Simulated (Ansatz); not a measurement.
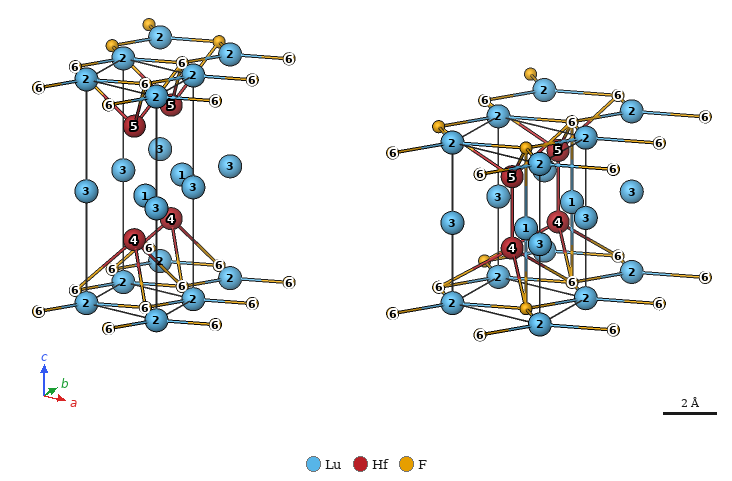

Two geometries of a crystal of Lu₃Hf₂F (a generated structure, set up in P-6m2) (coarse preliminary run), drawn at one scale. One is the start of a relaxation, the other its converged end. The picture is a ball-and-stick view of the cell of the calculation, repeated 1 × 2 × 1 with one cell outlined, seen slightly off an axis.

Method: DFT PBE, scalar-relativistic, plane waves, PAW (Ansatz). Settings: plane-wave cutoff 420 eV; k-point mesh 6 × 6 × 2; occupations gaussian; smearing width 0.1 eV; no spin polarisation; cell and atoms relaxed; force threshold 0.04 eV/Å; at most 70 steps.

Q: Which one is relaxed?

A: The right one is the relaxed one. After 10 accepted moves (12 points after the start) the energy has fallen by 662 meV per atom. Largest force component: 1.4 eV/Å at the start, 0.00069 eV/Å at the end. Pressure: 9.21 GPa at the start and 0.05 GPa at the end. The SCF was repeated twice at an unchanged geometry on a basis and grid sized afresh for the cell, which shifted the energy by 49.4 meV per atom at most. The largest moves relative to the cell, 0.20 Å, are those of Hf4 and Hf5. Hf5 goes along −c. Lu and F stay in place. The drawn cell changes as follows: a = b 4.143 → 5.170 Å (+24.8 %), c 8.726 → 6.264 Å (−28.2 %); the volume changes by +11.8 %. Some distances before and after: Hf4–Hf5 4.429 → 2.787 Å, Lu1–F6 4.363 → 3.132 Å, Lu2–Lu3 4.363 → 3.132 Å, Hf4–Hf5 (another image) 4.297 → 3.477 Å. The space group stays P-6m2 (No. 187).
